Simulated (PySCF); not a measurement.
## Electronic structure of BeAl (doublet) in real space

| atom | x (Å) | y (Å) | z (Å) |
| --- | --- | --- | --- |
| Be | 0.0000 | 0.0000 | -1.8163 |
| Al | 0.0000 | 0.0000 | 0.6067 |

Level of theory: PBE0/aug-cc-pVDZ(-PP), non-relativistic Hamiltonian with scalar-relativistic core potentials where named, at a bond length of 2.423 Å (PySCF 2.14.0).

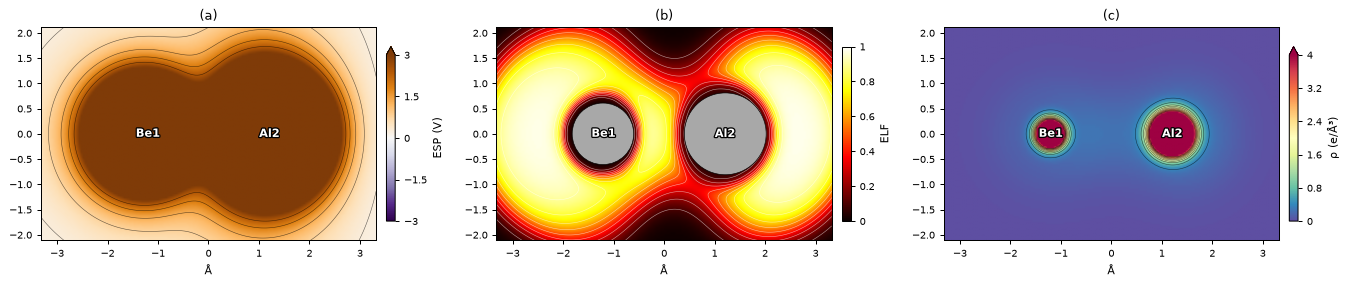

Figure 1. (a) molecular electrostatic potential; (b) ELF; (c) electron density on a plane that holds the molecular axis. Grey discs cover the atomic cores in the ELF map.

Question: Interpret the plot.

Answer: The plane passes through Be and Al nuclei.
Be–Al (2.42 Å): ρ at the midpoint is about 0.26 e/Å³; the ELF is about 0.85 at the midpoint.
The potential has no marked negative region in this plane.

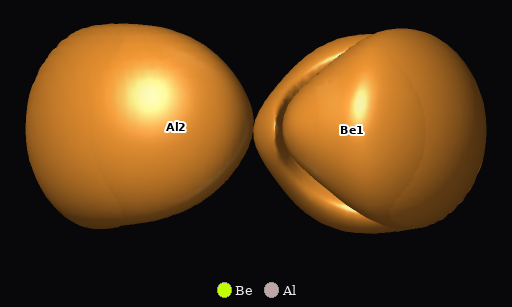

Figure 2. Isosurface of the electron localisation function at 0.9 (orange), seen from one side. Only the valence region is drawn (cores and ρ < 0.01 e/Å³ removed).

Question: What do the ELF domains correspond to?

Answer: At this value the surface marks out one region wrapped around Al (its valence shell) and one region wrapped around Be (its valence shell).

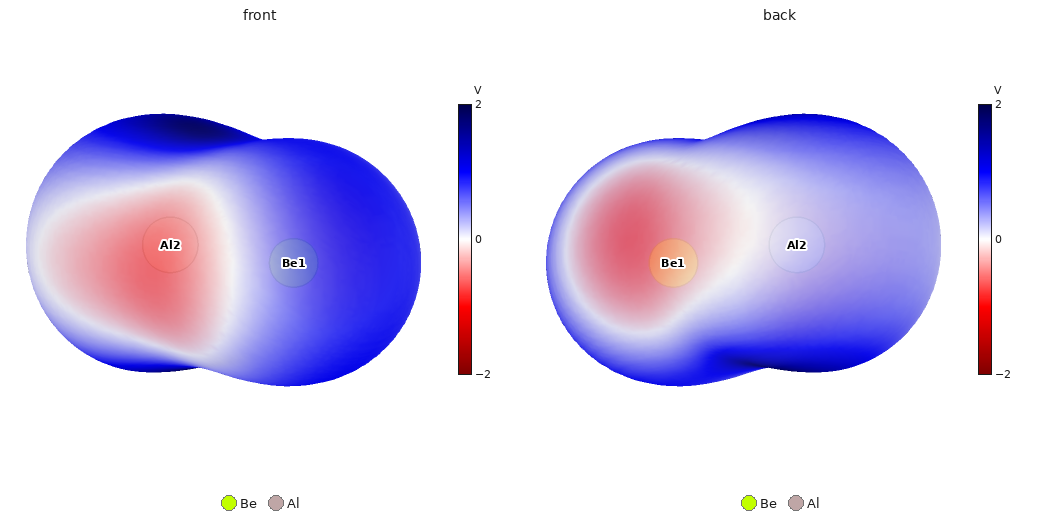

Figure 3. The molecular electrostatic potential painted on the density surface at 0.002 e/bohr³, seen from the front and from behind; the colour scale runs from red (negative) to blue (positive).

Question: Describe the electrostatic potential map.

Answer: The most negative region (about −0.6 V, or −14 kcal/mol for a unit charge) lies over Be1, the most positive (about +1.8 V, or +42 kcal/mol for a unit charge) over Al2.
